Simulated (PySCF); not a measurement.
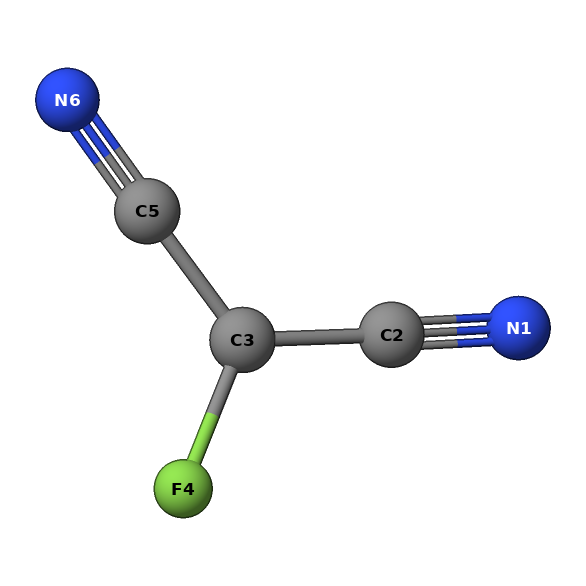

Charge −1, singlet. Computed geometry: GFN2-xTB optimisation. No frequency run is at hand to confirm it as a minimum. Level of theory: B3LYP/pcJ-1 indirect spin-spin coupling, non-relativistic, gas phase (PySCF 2.14.0). Isotopes: 13C, 19F, 15N.

Give the spin–spin coupling constants of these pairs, with the number of bonds between them: N1/C2, C2/C3, C3/C5, C3/F4, C5/N6, N1/C3, C2/C5, C2/F4, C3/N6, F4/C5, N1/F4, F4/N6.

```
  pair  bonds apart  J (Hz)
N1, C2            1   −21.1
C2, C3            1   143.5
C3, C5            1   143.6
C3, F4            1  −166.8
C5, N6            1   −21.1
N1, C3            2     4.7
C2, C5            2    15.5
C2, F4            2    31.9
C3, N6            2     4.7
F4, C5            2    31.7
N1, F4            3   −23.1
F4, N6            3   −23.1
```

Density functionals are unreliable for couplings to fluorine, so those rows may be far off.
